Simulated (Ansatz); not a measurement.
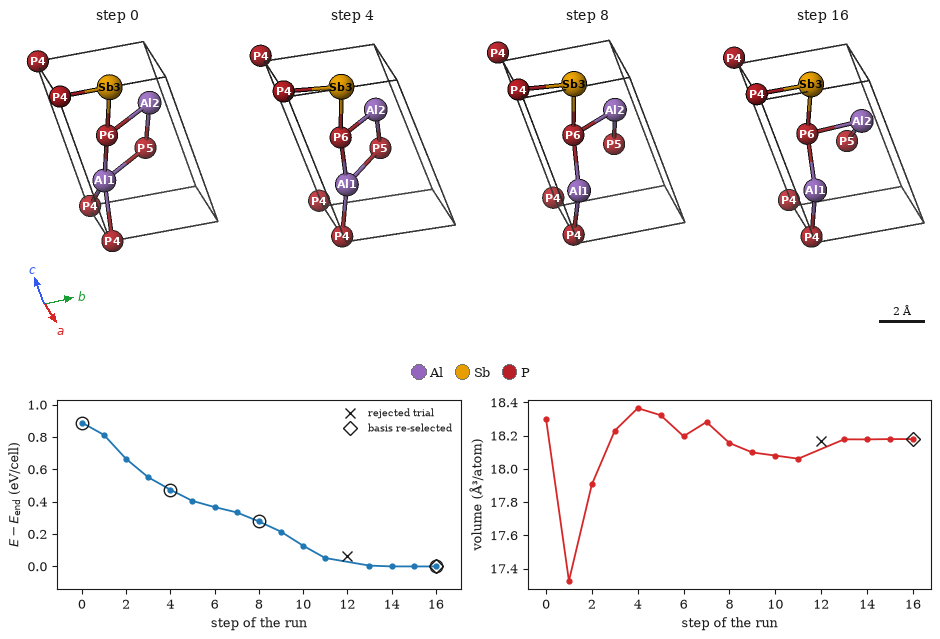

Frames of a relaxation of solid Al₂SbP₃ (built on the Ca2CuO3-71 type type), marked on the history of the run. A ball-and-stick model of the cell of the calculation, reduced to other axes, seen from a free direction. Lengths and directions refer to the drawn axes.

Case: shaken.

The calculation used DFT, PBEsol, plane waves, PAW (Ansatz). (plane-wave cutoff 420 eV; k-point mesh 8 × 8 × 8; occupations fermi dirac; smearing width 0.05 eV; no spin polarisation; cell and atoms relaxed; force threshold 0.01 eV/Å; at most 120 steps)

Describe the path.

Answer. The largest move relative to the cell is that of Al2, 0.97 Å roughly along +a. By element the largest moves are Al 0.97 Å, P 0.53 Å, Sb 0.41 Å. The volume changes by −0.7 %, with a 2.741 → 2.788 Å (+1.7 %), b 5.211 → 5.251 Å (+0.8 %), c 8.206 → 8.057 Å (−1.8 %), α 107.9° → 109.0°, β 99.5° → 101.3°. Among the contacts that change: Al2–P5 3.738 → 2.582 Å, Al1–P6 3.663 → 2.559 Å, Al2–P4 2.786 → 3.849 Å, Al1–P5 2.874 → 3.843 Å. New bonds form, among them: Al1–P6 (3.66 → 2.56 Å), Al2–P5 (3.74 → 2.58 Å). Bond angles that change, for instance: Al1–P4–Al2 121.9° → 179.7°, Al2–P5–Sb3 176.8° → 145.7°, Al1–P6–Sb3 179.3° → 148.8°. The space group (tolerance 0.01 Å) goes from P1 (No. 1) to C2/m (No. 12). The energy falls by 0.890 eV per cell of the calculation in 14 accepted moves (16 points after the start). The largest force component goes from 1.7 to 0.0012 eV/Å. The pressure goes from −1.29 to 0.00 GPa. The line search rejected the trial step at point 12 of the run. The SCF was repeated once at an unchanged geometry on a basis and grid sized afresh for the cell, which shifted the energy by 0.1 meV per cell of the calculation at most. Cost: 9.8 min on 2 threads of Arm Neoverse V1 (shared host), peak memory 0.81 GiB. From step 0 to 4: P4 moves most (0.50 Å), volume +0.3 %, energy −0.415 eV per cell of the calculation. From step 4 to 8: Al1 moves most (0.65 Å), volume −1.1 %, energy −0.196 eV per cell of the calculation. From step 8 to 16: Al2 moves most (0.65 Å), volume +0.1 %, energy −0.279 eV per cell of the calculation.

| step | E − E(0), meV/atom | largest force component, eV/Å | pressure, GPa | volume, Å³/atom | note |
| --- | --- | --- | --- | --- | --- |
| 0 | 0.00 | 1.6523 | -1.29 | 18.303 |  |
| 1 | -12.72 | 0.7496 | 3.14 | 17.326 |  |
| 2 | -37.44 | 0.4273 | 0.68 | 17.907 |  |
| 3 | -56.39 | 0.2613 | 0.21 | 18.230 |  |
| 4 | -69.20 | 0.1634 | 0.26 | 18.366 |  |
| 5 | -80.77 | 0.1647 | 0.05 | 18.323 |  |
| 6 | -87.14 | 0.1987 | 0.37 | 18.197 |  |
| 7 | -92.60 | 0.0928 | -0.16 | 18.282 |  |
| 8 | -101.92 | 0.2192 | 0.40 | 18.156 |  |
| 9 | -112.50 | 0.2557 | 0.61 | 18.099 |  |
| 10 | -126.93 | 0.3789 | 0.45 | 18.080 |  |
| 11 | -139.64 | 0.3874 | 0.49 | 18.062 |  |
| 12 | -138.06 | 0.3339 | 0.28 | 18.166 | rejected |
| 13 | -147.48 | 0.1171 | -0.02 | 18.178 |  |
| 14 | -148.31 | 0.0055 | 0.01 | 18.178 |  |
| 15 | -148.33 | 0.0012 | 0.00 | 18.180 |  |
| 16 | -148.35 | 0.0012 | 0.00 | 18.180 | same geometry, new basis |
